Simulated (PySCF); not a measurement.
## Electronic structure of C$_{4}$H$_{7}$AlO$_{2}$ (SMILES C=C[C@H]1C[O][AlH][O]1) in real space

```xyz
14

C     2.3499    0.4792   -0.0115
C     1.0434    0.5260    0.1615
C     0.0291   -0.0794   -0.7575
C    -0.7196   -1.2371    0.0042
O    -1.9294   -0.7583    0.5364
Al   -2.2985    0.7422   -0.1739
O    -0.9114    0.9014   -1.1396
H     2.7901   -0.0116   -0.8637
H     3.0334    0.9257    0.6901
H     0.5982    1.0315    1.0124
H     0.5100   -0.4793   -1.6566
H    -0.9289   -2.0539   -0.6931
H    -0.0859   -1.6123    0.8142
H    -3.4810    1.6255    0.0002
```

Geometry: GFN2-xTB.

Level of theory: PySCF, PBE0/pcSseg-1, SCF density, gas phase, non-relativistic.

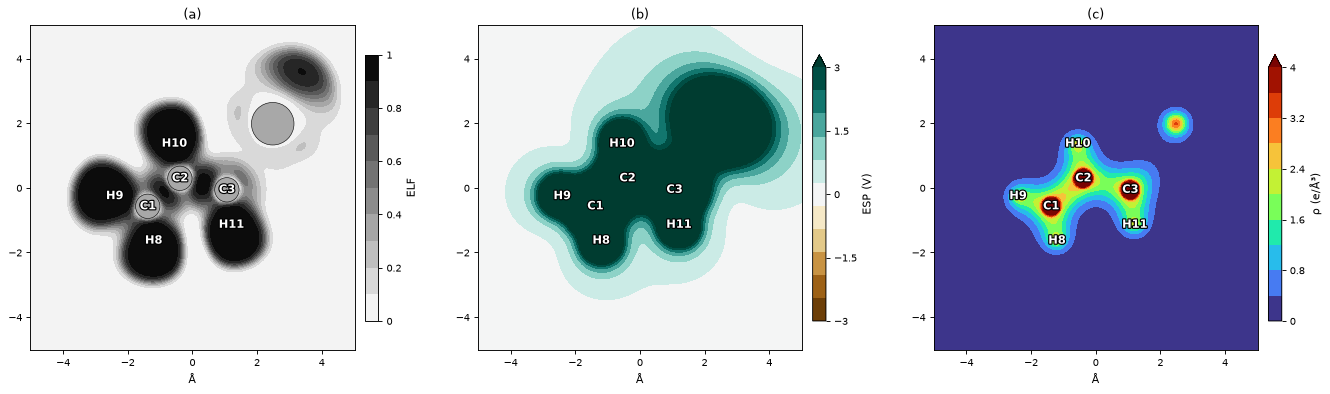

Figure 1. (a) electron localisation function; (b) molecular electrostatic potential; (c) total electron density on the plane of atoms C2, C1 and H9. Grey discs cover the atomic cores in the ELF map.

What do the fields say about this system?

Atoms in the plane: C and H. C–C (1.32 Å): ρ at the midpoint is about 2.3 e/Å³; the ELF peaks at about 0.95 between the atoms: a short, multiple covalent bond. C–H (1.08 Å): ρ at the midpoint is about 2 e/Å³; the ELF climbs to about 1 towards the hydrogen, as it does in any bond to H: an ordinary covalent bond to hydrogen. C–C (1.50 Å): ρ is about 1.8 e/Å³ halfway; the ELF peaks at about 0.95 between the atoms, as expected for a covalent bond. The potential has no marked negative region in this plane.

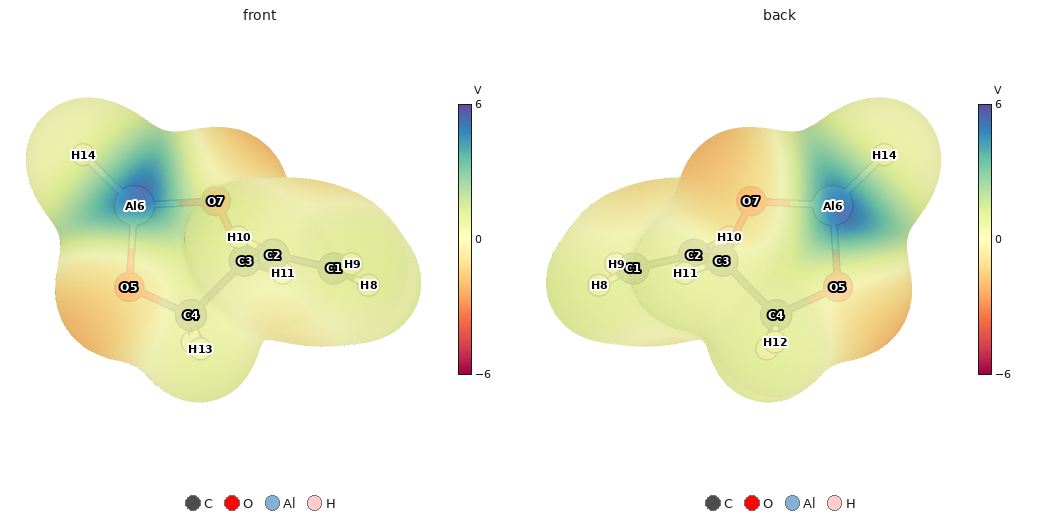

Figure 2. The electrostatic potential painted on the density surface at 0.004 e/bohr³, seen from the front and from behind; red is negative and blue positive.

Describe the electrostatic potential map.

The most negative region (about −1.9 V) lies over O5 and O7, the most positive (about +5.2 V) over Al6.

How polar is the molecule by this calculation?

Its dipole moment is 0.05 D.
